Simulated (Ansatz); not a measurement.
# BCCD(T)/STO-3G run of CH4Si (SMILES C[SiH])

What is the vertical singlet–triplet gap of CH4Si at BCCD(T)/STO-3G? 

Program for the calculation: Ansatz 0.2.0.

47 further runs of the same task are left out: 47 set aside as unsound or not needed.

**1. The system as given**

CH4Si: 6 atoms, total charge 0, spin state singlet. SMILES: `C[SiH]`. Geometry: relaxed at PBE0-D4/def2-TZVP.

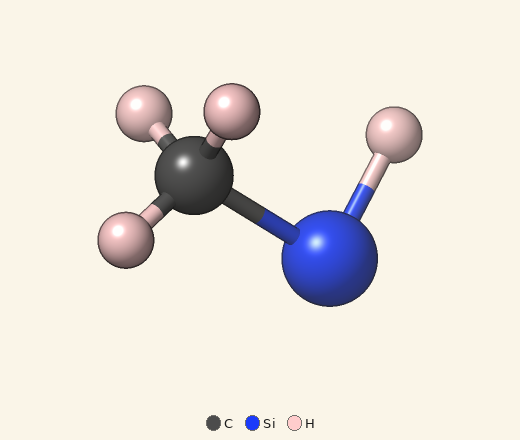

The structure, seen from a chosen angle (carbon dark grey, silicon blue, hydrogen pink).

**2. The energy at BCCD(T)/STO-3G**

The input, job.yaml:

```yaml
crystal:
  periodic: [false, false, false]
  atoms:
    - {symbol: C, position_ang: [-0.093500, -0.366000, -0.370300]}
    - {symbol: Si, position_ang: [0.917300, 0.209800, 1.122300]}
    - {symbol: H, position_ang: [-1.156900, -0.410100, -0.102200]}
    - {symbol: H, position_ang: [0.215000, -1.335600, -0.763000]}
    - {symbol: H, position_ang: [-0.024000, 0.382000, -1.170800]}
    - {symbol: H, position_ang: [0.142200, 1.520000, 1.284000]}
basis:
  gaussian:
    orbitals: STO-3G
correlation:
  method: bccd_t
  frozen_orbitals: {C: 1, H: 0, Si: 5}
accuracy: high
scf:
  omitted_lower_state_checks: [cluster_reference, increment]
```

Launch:

```sh
$ ansatz run job.yaml --threads 1 --pin off --max-ram 2610MiB --events-out events.jsonl --progress --plain --runs-dir runs
```

Output:

```text
Warning: RAYON_NUM_THREADS=1 ignored (pool sized by the plan → 1); use --threads N
Functional definition: HF
  name "HF"
  exchange = exact_x
  correlation = 0
these checks for a lower state are left out or cut short: cluster_reference, increment
311 factors; integrals over basis functions are off by at most 1.2e-8 eV
mean field evaluation 1: about -8850.5024 eV, gradient 8.1e0 eV
mean field evaluation 2: about -8850.5579 eV, gradient 8.0e0 eV
mean field evaluation 4: about -8850.8734 eV, gradient 4.3e-1 eV
mean field evaluation 8: about -8850.8737 eV, gradient 7.0e-7 eV
mean field -8850.87368916 eV, -325.2636087388 hartree, gradient 7.3e-8 eV, S^2 0.000000; 0 other end points of the search recorded, 0 dependent functions left out; unrestricted orbitals would lower it
6 core orbitals not correlated: weight in the atoms' cores, before any rotation towards them, 1.000 or more for the frozen orbitals, at most 0.000 for the correlated occupied ones
reference -8850.87368916 eV, -325.2636087388 hartree; 6, 6 occupied and 6, 6 virtual orbitals, 311 factors
second order -2.29030389 eV of doubles, -0.00000000 eV of singles
cycle   1  -2.87225368 eV  change   -5.8e-1 eV  update   6.5e-2
cycle   2  -3.19778936 eV  change   -3.3e-1 eV  update   2.8e-2
cycle   3  -3.21106451 eV  change   -1.3e-2 eV  update   6.1e-3
cycle   4  -3.21086262 eV  change    2.0e-4 eV  update   2.1e-3
cycle   5  -3.21033732 eV  change    5.3e-4 eV  update   6.7e-4
cycle   6  -3.21008020 eV  change    2.6e-4 eV  update   2.1e-4
cycle   7  -3.21014789 eV  change   -6.8e-5 eV  update   4.8e-5
cycle   8  -3.21014843 eV  change   -5.4e-7 eV  update   1.1e-5
cycle   9  -3.21014341 eV  change    5.0e-6 eV  update   3.0e-6
cycle  10  -3.21014370 eV  change   -2.9e-7 eV  update   6.4e-7
cycle  11  -3.21014378 eV  change   -8.5e-8 eV  update   1.5e-7
cycle  12  -3.21014394 eV  change   -1.5e-7 eV  update   6.4e-8
cycle  13  -3.21014394 eV  change   -2.1e-9 eV  update   2.7e-8
cycle  14  -3.21014391 eV  change    3.0e-8 eV  update   1.5e-8
cycle  15  -3.21014361 eV  change    3.0e-7 eV  update   8.5e-8
cycle  16  -3.21014346 eV  change    1.5e-7 eV  update   3.3e-8
cycle  17  -3.21014342 eV  change    3.1e-8 eV  update   8.5e-9
cycle  18  -3.21014342 eV  change    3.9e-9 eV  update   2.3e-9
cycle  19  -3.21014342 eV  change  -6.7e-10 eV  update   1.0e-9
perturbative correction -0.01666974 eV, -0.0006126015 hartree
Total energy: -8854.10050231 eV, -325.3821919351 hartree
Checks for a lower state left out: cluster_reference, increment
```

Wall time 0.16 s (1 thread of Arm Neoverse V2, shared host).

**3. The triplet**

Edit job.yaml of step 2 so:

```diff
@@ -10,9 +10,6 @@
 basis:
-  gaussian:
-    orbitals: STO-3G
-correlation:
-  method: bccd_t
-  frozen_orbitals: {C: 1, H: 0, Si: 5}
+  gaussian: {orbitals: STO-3G}
+magnetization: {spin_polarized: true, initial_magnetization: 2}
+correlation: {method: bccd_t, frozen_orbitals: {C: 1, H: 0, Si: 5}}
 accuracy: high
-scf:
-  omitted_lower_state_checks: [cluster_reference, increment]
+scf: {omitted_lower_state_checks: [cluster_reference, increment]}
```

Launch:

```sh
$ ansatz run job.yaml --threads 1 --pin off --max-ram 2610MiB --events-out events.jsonl --progress --plain --runs-dir runs
```

Output:

```text
Warning: RAYON_NUM_THREADS=1 ignored (pool sized by the plan → 1); use --threads N
[... 4 set-up lines as earlier in the session ...]
these checks for a lower state are left out or cut short: cluster_reference, increment
311 factors; integrals over basis functions are off by at most 1.2e-8 eV
mean field evaluation 1: about -8848.7387 eV, gradient 6.7e0 eV
mean field evaluation 2: about -8848.7989 eV, gradient 6.6e0 eV
mean field evaluation 4: about -8849.5593 eV, gradient 1.1e0 eV
mean field evaluation 8: about -8849.6040 eV, gradient 1.2e-4 eV
mean field -8849.60323358 eV, -325.2169203574 hartree, gradient 2.7e-8 eV, S^2 2.001993; 0 other end points of the search recorded, 0 dependent functions left out
6 core orbitals not correlated: weight in the atoms' cores, before any rotation towards them, 1.000 or more for the frozen orbitals, at most 0.000 for the correlated occupied ones
reference -8849.60323358 eV, -325.2169203574 hartree; 7, 5 occupied and 5, 7 virtual orbitals, 311 factors
second order -2.06706398 eV of doubles, -0.00000000 eV of singles
cycle   1  -2.59448840 eV  change   -5.3e-1 eV  update   5.8e-2
cycle   2  -2.87867078 eV  change   -2.8e-1 eV  update   2.4e-2
cycle   3  -2.89074922 eV  change   -1.2e-2 eV  update   5.3e-3
cycle   4  -2.89272732 eV  change   -2.0e-3 eV  update   1.9e-3
cycle   5  -2.89268047 eV  change    4.7e-5 eV  update   6.1e-4
cycle   6  -2.89256675 eV  change    1.1e-4 eV  update   2.4e-4
cycle   7  -2.89266624 eV  change   -9.9e-5 eV  update   7.1e-5
cycle   8  -2.89266614 eV  change    9.5e-8 eV  update   2.8e-5
cycle   9  -2.89266130 eV  change    4.8e-6 eV  update   1.2e-5
cycle  10  -2.89266833 eV  change   -7.0e-6 eV  update   4.7e-6
cycle  11  -2.89267109 eV  change   -2.8e-6 eV  update   2.4e-6
cycle  12  -2.89266937 eV  change    1.7e-6 eV  update   8.8e-7
cycle  13  -2.89266855 eV  change    8.2e-7 eV  update   3.4e-7
cycle  14  -2.89266874 eV  change   -1.9e-7 eV  update   1.5e-7
cycle  15  -2.89266878 eV  change   -4.3e-8 eV  update   5.2e-8
cycle  16  -2.89266882 eV  change   -3.3e-8 eV  update   2.5e-8
cycle  17  -2.89266882 eV  change   -2.1e-9 eV  update   1.4e-8
cycle  18  -2.89266880 eV  change    1.6e-8 eV  update   6.3e-8
cycle  19  -2.89266881 eV  change   -6.2e-9 eV  update   2.8e-8
cycle  20  -2.89266883 eV  change   -2.0e-8 eV  update   9.7e-9
cycle  21  -2.89266883 eV  change   -6.1e-9 eV  update   3.3e-9
cycle  22  -2.89266883 eV  change   4.4e-10 eV  update  9.8e-10
perturbative correction -0.01731814 eV, -0.0006364298 hartree
Total energy: -8852.51322055 eV, -325.3238604061 hartree
Checks for a lower state left out: cluster_reference, increment
```

Run time: 0.22 s. Hardware: 1 thread of Arm Neoverse V2, shared host.

**4. Summary of results**

At BCCD(T)/STO-3G, 6 core orbitals frozen:

| quantity | value |
| --- | --- |
| singlet: total energy | -325.38219 Eh |
| singlet: correlation energy (6 core orbitals frozen) | -118.6 mEh |
| singlet: (T) correction | -0.61 mEh |
| triplet: total energy | -325.32386 Eh |
| triplet: correlation energy (6 core orbitals frozen) | -106.9 mEh |
| triplet: (T) correction | -0.64 mEh |
| triplet: ⟨S²⟩ of the reference determinant | 2.002 |
| vertical energy of the triplet above the singlet | 1.587 eV |

What this shows: At this shape the triplet lies 1.59 eV (153 kJ/mol) above the singlet. In a minimal basis such a difference can be off by several eV, whatever the method. The restricted solution (singlet) is unstable to spin breaking: an unrestricted one lies lower. The triples (singlet) make up 0.5 % of the correlation energy. The triples (triplet) make up 0.6 % of the correlation energy.
